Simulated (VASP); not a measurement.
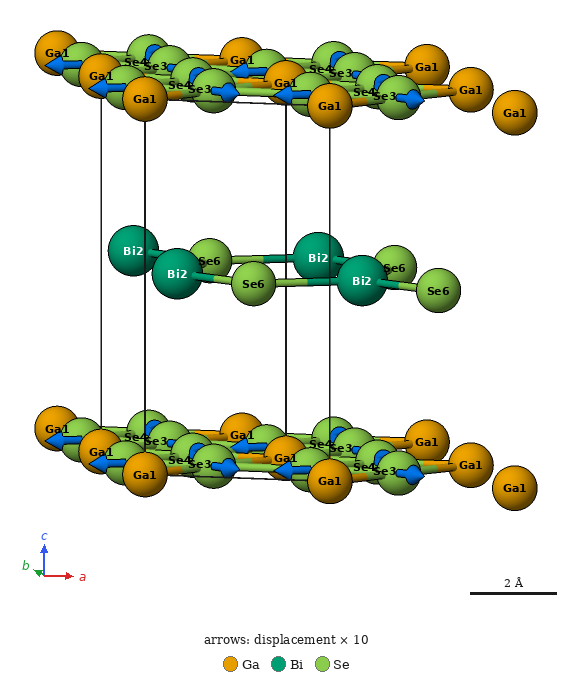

This is a relaxation of crystalline GaBiSe4 (a generated structure, set up in P-6m2). The starting structure is drawn; blue arrows show the displacements (the part carried along by the change of the cell is left out), magnified 10 times.

Style: ball-and-stick. Shown: the cell of the calculation, repeated 2 × 2 × 1 with one cell outlined, slightly off an axis.

The run lets cell and atoms move.

Method: Kohn-Sham DFT of a periodic cell, PBE, VASP PAW PBE potentials, recommended (VASP 6.6.1).

Input
```
PREC = Normal
ENCUT = 520
EDIFF = 1E-4
ISMEAR = 0
SIGMA = 0.15
LREAL = F
LASPH = T
NELM = 60
ALGO = Fast
ISIF = 3
LWAVE = F
LCHARG = F
GGA = PE
IBRION = 2
NSW = 24
EDIFFG = -0.08
```

Run as
```bash
cat potpaw_PBE.64/Ga_d/POTCAR potpaw_PBE.64/Bi_d/POTCAR potpaw_PBE.64/Se/POTCAR > POTCAR
mpirun -np 1 vasp_std > vasp.out
```

Question: Which element moves most?

Answer: Selenium: up to 0.091 Å, against 0.000 Å for bismuth.

Question: What did the optimiser do to the structure, and how much energy did it gain?

Answer: Over 10 geometry steps the energy falls by 1630 meV per atom. The largest force component goes from 5.8 to 0.064 eV/Å. Pressure: 43.36 GPa at the start and 0.08 GPa at the end. The largest moves relative to the cell, 0.091 Å, are those of Se atoms. Bi and Ga stay in place. The drawn cell changes as follows: a = b 4.545 → 5.424 Å (+19.3 %), c 8.898 → 8.785 Å (−1.3 %); the volume changes by +40.6 %. Near-neighbour distances that change, for instance: Se–Se 2.163 → 2.740 Å, Bi–Se 2.624 → 3.132 Å, Ga–Se 2.273 → 2.712 Å, Se–Se 2.382 → 2.685 Å. Bond angles that change, for instance: Se–Ga–Se 56.8° → 60.7°, Se–Ga–Se 63.2° → 59.3°, Se–Ga–Se 176.8° → 179.3°. The space group stays P-6m2 (No. 187). The volume changes by over a tenth within one run on a fixed set of plane waves, so the end point should be relaxed again from the new cell.

Limits of the set-up: layers or molecules are held without a dispersion correction, so their spacing is unreliable.
